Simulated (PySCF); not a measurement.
**Tm²⁺: ionisation energy with spin-orbit coupling**

Each state of thulium is computed at each level; their differences give the ionisation energy. How far do the methods differ?

Method: two-component X2C-1e, generalised determinants. Code: PySCF 2.14.0.

### Step 1. Starting point

| Item | Value |
| --- | --- |
| Element | thulium (Z = 69) |
| Basis | x2c-SVPall-2c |
| Hamiltonian | two-component X2C-1e, Gaussian nucleus, no Breit or QED terms; spin-orbit coupling, run by run: off; screened by Boettger's factors |
| Core shells frozen in the correlated runs | [Ar] 3d10 (for Tm²⁺) |
| State 1 | Tm²⁺: [Xe] 4f13; 4f5/2 filled at m_j = -5/2, -3/2, -1/2, +1/2, +3/2, +5/2; 4f7/2 filled at m_j = -5/2, -3/2, -1/2, +1/2, +3/2, +5/2, +7/2 |
| Needed too, but not shown | Tm³⁺ [Xe] 4f12 (high-spin determinant) |
| Methods | GHF, GMP2 |

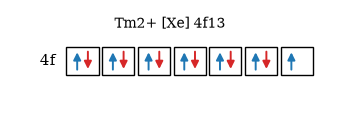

The shells outside the core, filled by Hund's rule for the drawing.

A driver program built on PySCF's X2C-1e integrals ran all steps in one process from the settings above; there is no separate input file.

It was started by

```console
OMP_NUM_THREADS=1 python sorun2.py TASK.json OUT
```

The integrals over 112 functions and the set-up took 22 s of CPU time.

### Step 2. Tm²⁺: the ladder of methods

Level: GHF (spin-free).

What it wrote:

```text
cycle= 1 E= -13556.1610908200  delta_E= -1.36e+04  |FDS-SDF|= 0.0282
cycle= 2 E= -13556.1641932543  delta_E= -0.0031  |FDS-SDF|= 0.0303
cycle= 3 E= -13556.1720139201  delta_E= -0.00782  |FDS-SDF|= 0.005
cycle= 4 E= -13556.1723841945  delta_E= -0.00037  |FDS-SDF|= 0.000642
cycle= 5 E= -13556.1724011311  delta_E= -1.69e-05  |FDS-SDF|= 9.2e-05
cycle= 6 E= -13556.1724014973  delta_E= -3.66e-07  |FDS-SDF|= 2.39e-05
cycle= 7 E= -13556.1724015116  delta_E= -1.43e-08  |FDS-SDF|= 1.18e-05
cycle= 8 E= -13556.1724015122  delta_E= -6.18e-10  |FDS-SDF|= 1.09e-05
```

It took 9.8 s on 1 thread of Neoverse-N1, shared host, the integrals not counted.

Occupied spinors (without spin-orbit coupling the j labels only name the start):

```csv
spinor shell,electrons,mean energy (eV),weight of the nominal j,rms radius (bohr)
1s1/2,2,-59703.3,1.000,0.0227
2s1/2,2,-10214.6,1.000,0.0917
2p3/2,4,-9018.8,0.833,0.0831
2p1/2,2,-9019.0,0.667,0.0831
3s1/2,2,-2361.6,1.000,0.235
3p3/2,4,-1992.2,0.833,0.236
3p1/2,2,-1993.4,0.667,0.237
3d5/2,6,-1533.6,0.800,0.216
3d3/2,4,-1534.4,0.700,0.216
4s1/2,2,-503.41,1.000,0.530
4p3/2,4,-379.03,0.833,0.564
4p1/2,2,-381.06,0.667,0.564
4d5/2,6,-211.42,0.800,0.619
4d3/2,4,-213.48,0.700,0.619
5s1/2,2,-78.632,1.000,1.33
5p3/2,4,-47.111,0.833,1.59
5p1/2,2,-47.828,0.667,1.58
4f7/2,7,-27.241,0.755,0.882
4f5/2,6,-28.135,0.714,0.875
```

M_J = 7/2, ⟨J²⟩ = 15.759, ⟨L²⟩ = 12.008, ⟨S²⟩ = 0.751.

Level: GMP2 (spin-free).

No log was kept for this step.

Time after the integrals: 15 s (1 thread of Neoverse-N1, shared host).

With 39 electrons correlated and 16 very high virtual spinors dropped, the MP2 correlation energy is -1.15648 hartree. Largest pairs: 4f5/2-4f7/2 -0.1834, 4f7/2-4f7/2 -0.0981, 4f5/2-4f5/2 -0.0672, 4d5/2-4f7/2 -0.0608, 4f7/2-5p3/2 -0.0587.

Level: GHF (screened spin-orbit).

What it wrote:

```text
cycle= 1 E= -13568.0799157851  delta_E= -1.36e+04  |FDS-SDF|= 0.072
cycle= 2 E= -13568.0957306565  delta_E= -0.0158  |FDS-SDF|= 0.0241
cycle= 3 E= -13568.0950829449  delta_E= 0.000648  |FDS-SDF|= 0.0268
cycle= 4 E= -13568.1012233002  delta_E= -0.00614  |FDS-SDF|= 0.000852
cycle= 5 E= -13568.1012524549  delta_E= -2.92e-05  |FDS-SDF|= 0.000181
cycle= 6 E= -13568.1012535763  delta_E= -1.12e-06  |FDS-SDF|= 3.92e-05
cycle= 7 E= -13568.1012536422  delta_E= -6.59e-08  |FDS-SDF|= 6.46e-06
cycle= 8 E= -13568.1012536439  delta_E= -1.61e-09  |FDS-SDF|= 3.49e-06
```

Time after the integrals: 9.7 s (1 thread of Neoverse-N1, shared host).

The outer occupied spinors:

```csv
spinor shell,electrons,mean energy (eV),weight of the nominal j,rms radius (bohr)
4p3/2,4,-365.10,1.000,0.574
4d3/2,4,-218.51,0.993,0.612
4d5/2,6,-207.84,0.995,0.624
5s1/2,2,-78.584,1.000,1.33
5p1/2,2,-51.817,0.992,1.50
5p3/2,4,-45.487,0.996,1.62
4f5/2,6,-28.727,0.944,0.867
4f7/2,7,-26.606,0.952,0.890
```

M_J = 7/2, ⟨J²⟩ = 15.759, ⟨L²⟩ = 12.107, ⟨S²⟩ = 0.849.

Level: GMP2 (screened spin-orbit).

This step left no log, only its results.

It took 13 s on 1 thread of Neoverse-N1, shared host, the integrals not counted.

With 39 electrons correlated and 16 very high virtual spinors dropped, the MP2 correlation energy is -1.15834 hartree. Largest pairs: 4f5/2-4f7/2 -0.1865, 4f7/2-4f7/2 -0.0994, 4f5/2-4f5/2 -0.0640, 4d5/2-4f7/2 -0.0614, 4f7/2-5p3/2 -0.0580.

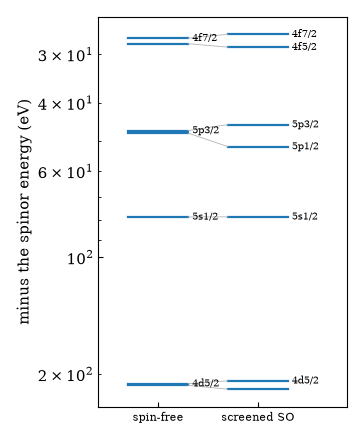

The highest 7 spinor levels of Tm²⁺ on a logarithmic scale, without and with spin-orbit coupling.

### Step 3. The energy differences

Ionisation energy: Tm²⁺ [Xe] 4f13 [4f5/2^6 4f7/2^7, M_J = 7/2] → Tm³⁺ [Xe] 4f12 [4f5/2^6 4f7/2^6, M_J = 6].

```csv
method,value (eV),less the reference (eV)
GHF (spin-free),19.222,-4.438
GMP2 (spin-free),24.558,+0.898
GHF (screened spin-orbit),18.743,-4.917
GMP2 (screened spin-orbit),24.094,+0.434
```

Reference: 23.66 ± 0.03 eV (semi-empirical (NIST evaluation); NIST Atomic Spectra Database, ionization energies). The spin-free rows have the spin-orbit operator switched off.

The differences also use runs on Tm³⁺ [Xe] 4f12 (high-spin determinant), which are not shown here.

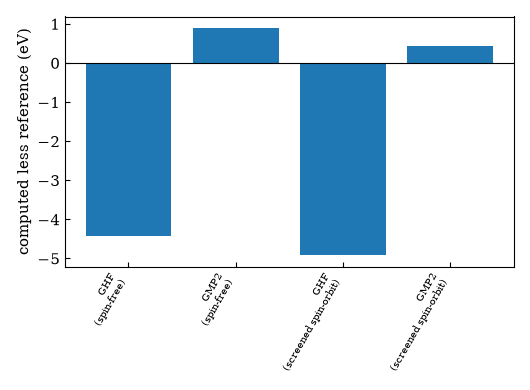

Computed less reference values by method, where the reference is not like for like or is itself uncertain.

### Step 4. Summary of results

| quantity | value |
| --- | --- |
| ionisation energy, Tm²⁺ | GHF (spin-free) 19.222, GMP2 (screened spin-orbit) 24.094 eV; reference 23.66 ± 0.03 |

**Reading.** The methods span 5.815 eV, from GHF (screened spin-orbit) (18.743) to GMP2 (spin-free) (24.558). The reference is uncertain or not like for like (spin-orbit coupling or other relativistic terms), so no ranking of close methods is drawn. Spin-orbit coupling moves the difference by -0.464 eV at GMP2. The basis is finite, and no extrapolation was made.
